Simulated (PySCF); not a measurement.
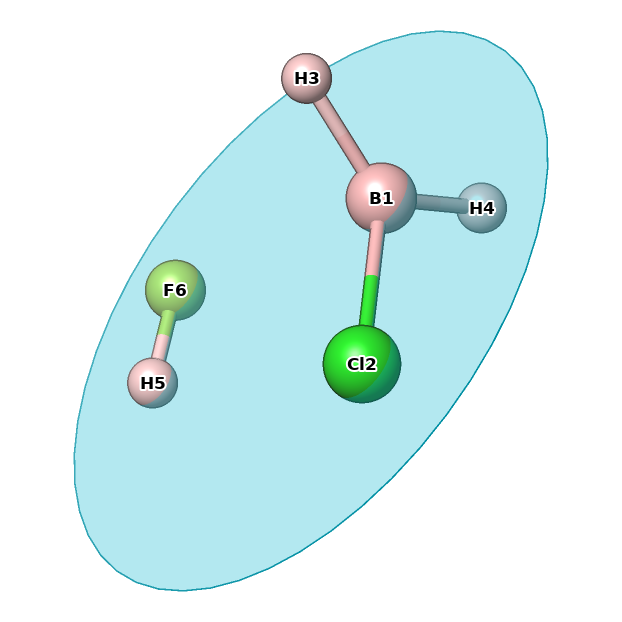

A disc through the centre of mass is drawn in. Distant atoms are faded towards the background colour. The computed structure is the end point of a PBE0-D4/def2-TZVP optimisation. No frequency run is at hand to confirm it as a minimum.

Question: Is the plane of the disc a mirror plane of the structure?

Answer: Yes. The reflection leaves B1, Cl2, H5, F6 in place and moves H3 ↔ H4. The point group is Cs.
